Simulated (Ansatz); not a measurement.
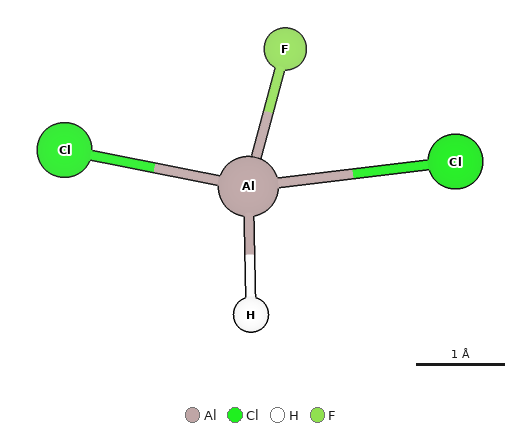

The structure as given in the input (ball-and-stick view, seen at a tilt). Sticks mark near contacts. Bond lengths as drawn: Al–Cl 2.18 to 2.40 Å, Al–F 1.74 Å and Al–H 1.58 Å.

**AlHCl₂F: molecular dynamics (part 1 of 4)**

AlHCl₂F, multiplicity 2, computed with UKS PBE-D4/def2-SVP (Ansatz 0.2.0).

It belongs to a series of runs on one base structure; here: dynamics from the highest image of the converged band.

Input
```yaml
crystal:
  periodic: [false, false, false]
  atoms:
    - { symbol: Al, position_ang: [-0.127032, -0.004663, 0.750179] }
    - { symbol: Cl, position_ang: [1.621872, 0.038546, 2.38665] }
    - { symbol: H, position_ang: [0.860773, -0.017187, -0.48369] }
    - { symbol: Cl, position_ang: [-2.119459, -0.038332, -0.130743] }
    - { symbol: F, position_ang: [-0.816353, 0.021636, 2.342603] }
magnetization:
  spin_polarized: true
  initial_magnetization: 1
basis:
  gaussian: { orbitals: def2-SVP }
hamiltonian:
  xc: pbe
  dispersion: d4
md:
  timestep: 0.5
  n_steps: 200
  ensemble: nve
  temperature: 100.0
  initial_velocities: maxwell_boltzmann
  seed: 3767
```

Run as:
```bash
ansatz run input.yaml --threads 2 --pin off --max-ram 3072MiB --backend cpu --events-out ev --progress --plain --runs-dir out
```

The program's output
```
Engine: ansatz 0.2.0, aarch64-unknown-linux-gnu
Functional definition: PBE
  parameter kappa = 0.804
  parameter beta = 0.06672455060314922
  exchange = pbe_x(kappa = kappa, mu = beta*pi^2/3)
  correlation = pbe_c(beta = beta)
789 factors; their error is unknown
mean field evaluation 1: about -34344.9333 eV, gradient 2.8e1 eV
mean field evaluation 2: about -34314.6992 eV, gradient 9.3e1 eV
mean field evaluation 4: about -34347.2542 eV, gradient 1.3e1 eV
mean field evaluation 8: about -34348.4350 eV, gradient 2.6e0 eV
mean field evaluation 16: about -34348.4533 eV, gradient 6.2e-4 eV
mean field evaluation 32: about -34347.7689 eV, gradient 7.8e0 eV
mean field -34348.45333554 eV, -1262.2823778632 hartree, gradient 1.8e-5 eV, S^2 0.751355; 6 other end points of the search recorded, 0 dependent functions left out
the calculation of the forces begins
reference -34348.45336971 eV, -1262.2823791191 hartree; 29, 28 occupied and 44, 45 virtual orbitals, 789 factors
md step     0: t =     0.00 fs  T =   100.0 K  F+E_penalty+E_count = -34348.56633686 eV  E_kin = 0.038778 eV  conserved = -34348.52755886 eV  (156 SCF iters)
these checks for a lower state are left out or cut short: starts, cluster_reference, orbital_swaps, neighbouring_geometries, increment
789 factors; their error is unknown
mean field evaluation 64: about -34348.4533 eV, gradient 4.4e-4 eV
mean field -34348.45330127 eV, -1262.2823766040 hartree, gradient 4.3e-6 eV, S^2 0.751354; 0 other end points of the search recorded, 0 dependent functions left out
the calculation of the forces begins
reference -34348.45333546 eV, -1262.2823778602 hartree; 29, 28 occupied and 44, 45 virtual orbitals, 789 factors
md step     1: t =     0.50 fs  T =    99.9 K  F+E_penalty+E_count = -34348.56629790 eV  E_kin = 0.038739 eV  conserved = -34348.52755874 eV  (39 SCF iters)
[... from here on the SCF iterations and repeated set-up lines of each step are left out, up to the last step ...]
md step     2: t =     1.00 fs  T =    99.5 K  F+E_penalty+E_count = -34348.56615726 eV  E_kin = 0.038599 eV  conserved = -34348.52755847 eV  (39 SCF iters)
md step     3: t =     1.50 fs  T =    98.9 K  F+E_penalty+E_count = -34348.56591940 eV  E_kin = 0.038361 eV  conserved = -34348.52755802 eV  (39 SCF iters)
md step     4: t =     2.00 fs  T =    98.1 K  F+E_penalty+E_count = -34348.56559164 eV  E_kin = 0.038034 eV  conserved = -34348.52755744 eV  (33 SCF iters)
md step     5: t =     2.50 fs  T =    97.0 K  F+E_penalty+E_count = -34348.56518328 eV  E_kin = 0.037626 eV  conserved = -34348.52755679 eV  (30 SCF iters)
md step     6: t =     3.00 fs  T =    95.8 K  F+E_penalty+E_count = -34348.56470468 eV  E_kin = 0.037149 eV  conserved = -34348.52755614 eV  (30 SCF iters)
md step     7: t =     3.50 fs  T =    94.4 K  F+E_penalty+E_count = -34348.56416614 eV  E_kin = 0.036611 eV  conserved = -34348.52755556 eV  (30 SCF iters)
md step     8: t =     4.00 fs  T =    92.9 K  F+E_penalty+E_count = -34348.56357694 eV  E_kin = 0.036022 eV  conserved = -34348.52755509 eV  (31 SCF iters)
md step     9: t =     4.50 fs  T =    91.3 K  F+E_penalty+E_count = -34348.56294456 eV  E_kin = 0.035390 eV  conserved = -34348.52755477 eV  (31 SCF iters)
md step    10: t =     5.00 fs  T =    89.5 K  F+E_penalty+E_count = -34348.56227411 eV  E_kin = 0.034720 eV  conserved = -34348.52755459 eV  (31 SCF iters)
md step    11: t =     5.50 fs  T =    87.7 K  F+E_penalty+E_count = -34348.56156821 eV  E_kin = 0.034014 eV  conserved = -34348.52755458 eV  (31 SCF iters)
md step    12: t =     6.00 fs  T =    85.8 K  F+E_penalty+E_count = -34348.56082694 eV  E_kin = 0.033272 eV  conserved = -34348.52755463 eV  (31 SCF iters)
md step    13: t =     6.50 fs  T =    83.8 K  F+E_penalty+E_count = -34348.56004862 eV  E_kin = 0.032494 eV  conserved = -34348.52755474 eV  (31 SCF iters)
md step    14: t =     7.00 fs  T =    81.7 K  F+E_penalty+E_count = -34348.55923045 eV  E_kin = 0.031676 eV  conserved = -34348.52755494 eV  (31 SCF iters)
md step    15: t =     7.50 fs  T =    79.5 K  F+E_penalty+E_count = -34348.55836922 eV  E_kin = 0.030814 eV  conserved = -34348.52755508 eV  (31 SCF iters)
md step    16: t =     8.00 fs  T =    77.1 K  F+E_penalty+E_count = -34348.55746264 eV  E_kin = 0.029908 eV  conserved = -34348.52755512 eV  (30 SCF iters)
md step    17: t =     8.50 fs  T =    74.7 K  F+E_penalty+E_count = -34348.55651011 eV  E_kin = 0.028955 eV  conserved = -34348.52755500 eV  (30 SCF iters)
md step    18: t =     9.00 fs  T =    72.1 K  F+E_penalty+E_count = -34348.55551354 eV  E_kin = 0.027959 eV  conserved = -34348.52755466 eV  (31 SCF iters)
md step    19: t =     9.50 fs  T =    69.4 K  F+E_penalty+E_count = -34348.55447791 eV  E_kin = 0.026924 eV  conserved = -34348.52755416 eV  (31 SCF iters)
md step    20: t =    10.00 fs  T =    66.7 K  F+E_penalty+E_count = -34348.55341120 eV  E_kin = 0.025858 eV  conserved = -34348.52755348 eV  (32 SCF iters)
md step    21: t =    10.50 fs  T =    63.9 K  F+E_penalty+E_count = -34348.55232418 eV  E_kin = 0.024772 eV  conserved = -34348.52755267 eV  (31 SCF iters)
md step    22: t =    11.00 fs  T =    61.1 K  F+E_penalty+E_count = -34348.55122976 eV  E_kin = 0.023678 eV  conserved = -34348.52755179 eV  (32 SCF iters)
md step    23: t =    11.50 fs  T =    58.3 K  F+E_penalty+E_count = -34348.55014196 eV  E_kin = 0.022591 eV  conserved = -34348.52755091 eV  (30 SCF iters)
md step    24: t =    12.00 fs  T =    55.5 K  F+E_penalty+E_count = -34348.54907475 eV  E_kin = 0.021525 eV  conserved = -34348.52755011 eV  (30 SCF iters)
md step    25: t =    12.50 fs  T =    52.8 K  F+E_penalty+E_count = -34348.54804098 eV  E_kin = 0.020491 eV  conserved = -34348.52754955 eV  (29 SCF iters)
md step    26: t =    13.00 fs  T =    50.3 K  F+E_penalty+E_count = -34348.54705097 eV  E_kin = 0.019502 eV  conserved = -34348.52754909 eV  (26 SCF iters)
md step    27: t =    13.50 fs  T =    47.9 K  F+E_penalty+E_count = -34348.54611226 eV  E_kin = 0.018563 eV  conserved = -34348.52754886 eV  (30 SCF iters)
md step    28: t =    14.00 fs  T =    45.6 K  F+E_penalty+E_count = -34348.54522889 eV  E_kin = 0.017680 eV  conserved = -34348.52754882 eV  (29 SCF iters)
md step    29: t =    14.50 fs  T =    43.5 K  F+E_penalty+E_count = -34348.54440158 eV  E_kin = 0.016853 eV  conserved = -34348.52754896 eV  (25 SCF iters)
md step    30: t =    15.00 fs  T =    41.5 K  F+E_penalty+E_count = -34348.54362820 eV  E_kin = 0.016079 eV  conserved = -34348.52754924 eV  (24 SCF iters)
md step    31: t =    15.50 fs  T =    39.6 K  F+E_penalty+E_count = -34348.54290466 eV  E_kin = 0.015355 eV  conserved = -34348.52754958 eV  (26 SCF iters)
md step    32: t =    16.00 fs  T =    37.8 K  F+E_penalty+E_count = -34348.54222595 eV  E_kin = 0.014676 eV  conserved = -34348.52754990 eV  (24 SCF iters)
md step    33: t =    16.50 fs  T =    36.2 K  F+E_penalty+E_count = -34348.54158728 eV  E_kin = 0.014037 eV  conserved = -34348.52755013 eV  (29 SCF iters)
md step    34: t =    17.00 fs  T =    34.6 K  F+E_penalty+E_count = -34348.54098515 eV  E_kin = 0.013435 eV  conserved = -34348.52755023 eV  (26 SCF iters)
md step    35: t =    17.50 fs  T =    33.2 K  F+E_penalty+E_count = -34348.54041815 eV  E_kin = 0.012868 eV  conserved = -34348.52755017 eV  (26 SCF iters)
md step    36: t =    18.00 fs  T =    31.8 K  F+E_penalty+E_count = -34348.53988741 eV  E_kin = 0.012337 eV  conserved = -34348.52754995 eV  (25 SCF iters)
md step    37: t =    18.50 fs  T =    30.6 K  F+E_penalty+E_count = -34348.53939667 eV  E_kin = 0.011847 eV  conserved = -34348.52754958 eV  (26 SCF iters)
md step    38: t =    19.00 fs  T =    29.4 K  F+E_penalty+E_count = -34348.53895198 eV  E_kin = 0.011403 eV  conserved = -34348.52754912 eV  (24 SCF iters)
md step    39: t =    19.50 fs  T =    28.4 K  F+E_penalty+E_count = -34348.53856095 eV  E_kin = 0.011012 eV  conserved = -34348.52754851 eV  (25 SCF iters)
md step    40: t =    20.00 fs  T =    27.6 K  F+E_penalty+E_count = -34348.53823220 eV  E_kin = 0.010684 eV  conserved = -34348.52754801 eV  (25 SCF iters)
md step    41: t =    20.50 fs  T =    26.9 K  F+E_penalty+E_count = -34348.53797383 eV  E_kin = 0.010426 eV  conserved = -34348.52754759 eV  (24 SCF iters)
md step    42: t =    21.00 fs  T =    26.4 K  F+E_penalty+E_count = -34348.53779273 eV  E_kin = 0.010245 eV  conserved = -34348.52754731 eV  (24 SCF iters)
md step    43: t =    21.50 fs  T =    26.2 K  F+E_penalty+E_count = -34348.53769364 eV  E_kin = 0.010146 eV  conserved = -34348.52754721 eV  (24 SCF iters)
md step    44: t =    22.00 fs  T =    26.1 K  F+E_penalty+E_count = -34348.53767851 eV  E_kin = 0.010131 eV  conserved = -34348.52754731 eV  (24 SCF iters)
md step    45: t =    22.50 fs  T =    26.3 K  F+E_penalty+E_count = -34348.53774617 eV  E_kin = 0.010199 eV  conserved = -34348.52754761 eV  (45 SCF iters)
md step    46: t =    23.00 fs  T =    26.7 K  F+E_penalty+E_count = -34348.53789230 eV  E_kin = 0.010344 eV  conserved = -34348.52754806 eV  (35 SCF iters)
md step    47: t =    23.50 fs  T =    27.2 K  F+E_penalty+E_count = -34348.53810990 eV  E_kin = 0.010561 eV  conserved = -34348.52754863 eV  (46 SCF iters)
md step    48: t =    24.00 fs  T =    28.0 K  F+E_penalty+E_count = -34348.53838989 eV  E_kin = 0.010841 eV  conserved = -34348.52754927 eV  (37 SCF iters)
md step    49: t =    24.50 fs  T =    28.8 K  F+E_penalty+E_count = -34348.53872208 eV  E_kin = 0.011172 eV  conserved = -34348.52754992 eV  (38 SCF iters)
md step    50: t =    25.00 fs  T =    29.8 K  F+E_penalty+E_count = -34348.53909618 eV  E_kin = 0.011546 eV  conserved = -34348.52755052 eV  (38 SCF iters)
md step    51: t =    25.50 fs  T =    30.8 K  F+E_penalty+E_count = -34348.53950277 eV  E_kin = 0.011952 eV  conserved = -34348.52755099 eV  (38 SCF iters)
md step    52: t =    26.00 fs  T =    31.9 K  F+E_penalty+E_count = -34348.53993430 eV  E_kin = 0.012383 eV  conserved = -34348.52755131 eV  (38 SCF iters)
md step    53: t =    26.50 fs  T =    33.1 K  F+E_penalty+E_count = -34348.54038567 eV  E_kin = 0.012834 eV  conserved = -34348.52755146 eV  (37 SCF iters)
md step    54: t =    27.00 fs  T =    34.3 K  F+E_penalty+E_count = -34348.54085462 eV  E_kin = 0.013303 eV  conserved = -34348.52755153 eV  (38 SCF iters)
md step    55: t =    27.50 fs  T =    35.6 K  F+E_penalty+E_count = -34348.54134130 eV  E_kin = 0.013790 eV  conserved = -34348.52755137 eV  (31 SCF iters)
md step    56: t =    28.00 fs  T =    36.9 K  F+E_penalty+E_count = -34348.54184832 eV  E_kin = 0.014297 eV  conserved = -34348.52755112 eV  (31 SCF iters)
md step    57: t =    28.50 fs  T =    38.2 K  F+E_penalty+E_count = -34348.54237957 eV  E_kin = 0.014829 eV  conserved = -34348.52755085 eV  (31 SCF iters)
md step    58: t =    29.00 fs  T =    39.7 K  F+E_penalty+E_count = -34348.54293918 eV  E_kin = 0.015389 eV  conserved = -34348.52755054 eV  (32 SCF iters)
md step    59: t =    29.50 fs  T =    41.2 K  F+E_penalty+E_count = -34348.54353078 eV  E_kin = 0.015980 eV  conserved = -34348.52755044 eV  (32 SCF iters)
md step    60: t =    30.00 fs  T =    42.8 K  F+E_penalty+E_count = -34348.54415589 eV  E_kin = 0.016605 eV  conserved = -34348.52755050 eV  (31 SCF iters)
md step    61: t =    30.50 fs  T =    44.5 K  F+E_penalty+E_count = -34348.54481347 eV  E_kin = 0.017263 eV  conserved = -34348.52755078 eV  (24 SCF iters)
md step    62: t =    31.00 fs  T =    46.3 K  F+E_penalty+E_count = -34348.54549942 eV  E_kin = 0.017948 eV  conserved = -34348.52755125 eV  (31 SCF iters)
md step    63: t =    31.50 fs  T =    48.1 K  F+E_penalty+E_count = -34348.54620651 eV  E_kin = 0.018655 eV  conserved = -34348.52755188 eV  (31 SCF iters)
md step    64: t =    32.00 fs  T =    50.0 K  F+E_penalty+E_count = -34348.54692478 eV  E_kin = 0.019372 eV  conserved = -34348.52755263 eV  (31 SCF iters)
md step    65: t =    32.50 fs  T =    51.8 K  F+E_penalty+E_count = -34348.54764238 eV  E_kin = 0.020089 eV  conserved = -34348.52755344 eV  (30 SCF iters)
md step    66: t =    33.00 fs  T =    53.6 K  F+E_penalty+E_count = -34348.54834655 eV  E_kin = 0.020792 eV  conserved = -34348.52755424 eV  (30 SCF iters)
md step    67: t =    33.50 fs  T =    55.4 K  F+E_penalty+E_count = -34348.54902479 eV  E_kin = 0.021470 eV  conserved = -34348.52755494 eV  (30 SCF iters)
md step    68: t =    34.00 fs  T =    57.0 K  F+E_penalty+E_count = -34348.54966602 eV  E_kin = 0.022111 eV  conserved = -34348.52755550 eV  (31 SCF iters)
md step    69: t =    34.50 fs  T =    58.6 K  F+E_penalty+E_count = -34348.55026141 eV  E_kin = 0.022706 eV  conserved = -34348.52755588 eV  (31 SCF iters)
md step    70: t =    35.00 fs  T =    60.0 K  F+E_penalty+E_count = -34348.55080506 eV  E_kin = 0.023249 eV  conserved = -34348.52755607 eV  (30 SCF iters)
md step    71: t =    35.50 fs  T =    61.2 K  F+E_penalty+E_count = -34348.55129414 eV  E_kin = 0.023738 eV  conserved = -34348.52755607 eV  (30 SCF iters)
md step    72: t =    36.00 fs  T =    62.3 K  F+E_penalty+E_count = -34348.55172875 eV  E_kin = 0.024173 eV  conserved = -34348.52755592 eV  (31 SCF iters)
md step    73: t =    36.50 fs  T =    63.3 K  F+E_penalty+E_count = -34348.55211138 eV  E_kin = 0.024556 eV  conserved = -34348.52755568 eV  (30 SCF iters)
md step    74: t =    37.00 fs  T =    64.2 K  F+E_penalty+E_count = -34348.55244605 eV  E_kin = 0.024891 eV  conserved = -34348.52755540 eV  (30 SCF iters)
md step    75: t =    37.50 fs  T =    64.9 K  F+E_penalty+E_count = -34348.55273738 eV  E_kin = 0.025182 eV  conserved = -34348.52755514 eV  (30 SCF iters)
md step    76: t =    38.00 fs  T =    65.6 K  F+E_penalty+E_count = -34348.55298955 eV  E_kin = 0.025435 eV  conserved = -34348.52755497 eV  (30 SCF iters)
md step    77: t =    38.50 fs  T =    66.1 K  F+E_penalty+E_count = -34348.55320534 eV  E_kin = 0.025650 eV  conserved = -34348.52755489 eV  (29 SCF iters)
md step    78: t =    39.00 fs  T =    66.6 K  F+E_penalty+E_count = -34348.55338561 eV  E_kin = 0.025831 eV  conserved = -34348.52755500 eV  (28 SCF iters)
md step    79: t =    39.50 fs  T =    67.0 K  F+E_penalty+E_count = -34348.55352863 eV  E_kin = 0.025973 eV  conserved = -34348.52755528 eV  (28 SCF iters)
md step    80: t =    40.00 fs  T =    67.2 K  F+E_penalty+E_count = -34348.55363015 eV  E_kin = 0.026074 eV  conserved = -34348.52755569 eV  (27 SCF iters)
md step    81: t =    40.50 fs  T =    67.4 K  F+E_penalty+E_count = -34348.55368368 eV  E_kin = 0.026127 eV  conserved = -34348.52755621 eV  (27 SCF iters)
md step    82: t =    41.00 fs  T =    67.4 K  F+E_penalty+E_count = -34348.55368112 eV  E_kin = 0.026124 eV  conserved = -34348.52755677 eV  (29 SCF iters)
md step    83: t =    41.50 fs  T =    67.2 K  F+E_penalty+E_count = -34348.55361360 eV  E_kin = 0.026056 eV  conserved = -34348.52755732 eV  (30 SCF iters)
md step    84: t =    42.00 fs  T =    66.8 K  F+E_penalty+E_count = -34348.55347256 eV  E_kin = 0.025915 eV  conserved = -34348.52755783 eV  (23 SCF iters)
md step    85: t =    42.50 fs  T =    66.3 K  F+E_penalty+E_count = -34348.55325070 eV  E_kin = 0.025693 eV  conserved = -34348.52755816 eV  (29 SCF iters)
md step    86: t =    43.00 fs  T =    65.5 K  F+E_penalty+E_count = -34348.55294313 eV  E_kin = 0.025385 eV  conserved = -34348.52755830 eV  (29 SCF iters)
md step    87: t =    43.50 fs  T =    64.4 K  F+E_penalty+E_count = -34348.55254791 eV  E_kin = 0.024990 eV  conserved = -34348.52755815 eV  (27 SCF iters)
md step    88: t =    44.00 fs  T =    63.2 K  F+E_penalty+E_count = -34348.55206679 eV  E_kin = 0.024509 eV  conserved = -34348.52755783 eV  (29 SCF iters)
md step    89: t =    44.50 fs  T =    61.8 K  F+E_penalty+E_count = -34348.55150493 eV  E_kin = 0.023948 eV  conserved = -34348.52755737 eV  (29 SCF iters)
md step    90: t =    45.00 fs  T =    60.1 K  F+E_penalty+E_count = -34348.55087055 eV  E_kin = 0.023314 eV  conserved = -34348.52755678 eV  (29 SCF iters)
md step    91: t =    45.50 fs  T =    58.3 K  F+E_penalty+E_count = -34348.55017409 eV  E_kin = 0.022618 eV  conserved = -34348.52755591 eV  (29 SCF iters)
md step    92: t =    46.00 fs  T =    56.4 K  F+E_penalty+E_count = -34348.54942793 eV  E_kin = 0.021873 eV  conserved = -34348.52755514 eV  (29 SCF iters)
md step    93: t =    46.50 fs  T =    54.4 K  F+E_penalty+E_count = -34348.54864420 eV  E_kin = 0.021090 eV  conserved = -34348.52755445 eV  (29 SCF iters)
md step    94: t =    47.00 fs  T =    52.3 K  F+E_penalty+E_count = -34348.54783417 eV  E_kin = 0.020280 eV  conserved = -34348.52755387 eV  (29 SCF iters)
md step    95: t =    47.50 fs  T =    50.2 K  F+E_penalty+E_count = -34348.54700730 eV  E_kin = 0.019454 eV  conserved = -34348.52755344 eV  (29 SCF iters)
md step    96: t =    48.00 fs  T =    48.0 K  F+E_penalty+E_count = -34348.54617049 eV  E_kin = 0.018617 eV  conserved = -34348.52755319 eV  (31 SCF iters)
md step    97: t =    48.50 fs  T =    45.8 K  F+E_penalty+E_count = -34348.54532795 eV  E_kin = 0.017775 eV  conserved = -34348.52755314 eV  (31 SCF iters)
md step    98: t =    49.00 fs  T =    43.7 K  F+E_penalty+E_count = -34348.54448119 eV  E_kin = 0.016928 eV  conserved = -34348.52755313 eV  (134 SCF iters)
md step    99: t =    49.50 fs  T =    41.5 K  F+E_penalty+E_count = -34348.54363005 eV  E_kin = 0.016077 eV  conserved = -34348.52755322 eV  (31 SCF iters)
md step   100: t =    50.00 fs  T =    39.2 K  F+E_penalty+E_count = -34348.54277322 eV  E_kin = 0.015220 eV  conserved = -34348.52755330 eV  (31 SCF iters)
md step   101: t =    50.50 fs  T =    37.0 K  F+E_penalty+E_count = -34348.54190954 eV  E_kin = 0.014356 eV  conserved = -34348.52755331 eV  (30 SCF iters)
md step   102: t =    51.00 fs  T =    34.8 K  F+E_penalty+E_count = -34348.54103898 eV  E_kin = 0.013486 eV  conserved = -34348.52755319 eV  (30 SCF iters)
md step   103: t =    51.50 fs  T =    32.5 K  F+E_penalty+E_count = -34348.54016360 eV  E_kin = 0.012611 eV  conserved = -34348.52755290 eV  (31 SCF iters)
md step   104: t =    52.00 fs  T =    30.3 K  F+E_penalty+E_count = -34348.53928819 eV  E_kin = 0.011736 eV  conserved = -34348.52755242 eV  (30 SCF iters)
md step   105: t =    52.50 fs  T =    28.0 K  F+E_penalty+E_count = -34348.53842045 eV  E_kin = 0.010869 eV  conserved = -34348.52755176 eV  (30 SCF iters)
md step   106: t =    53.00 fs  T =    25.8 K  F+E_penalty+E_count = -34348.53757092 eV  E_kin = 0.010020 eV  conserved = -34348.52755096 eV  (30 SCF iters)
md step   107: t =    53.50 fs  T =    23.7 K  F+E_penalty+E_count = -34348.53675237 eV  E_kin = 0.009202 eV  conserved = -34348.52755007 eV  (31 SCF iters)
```
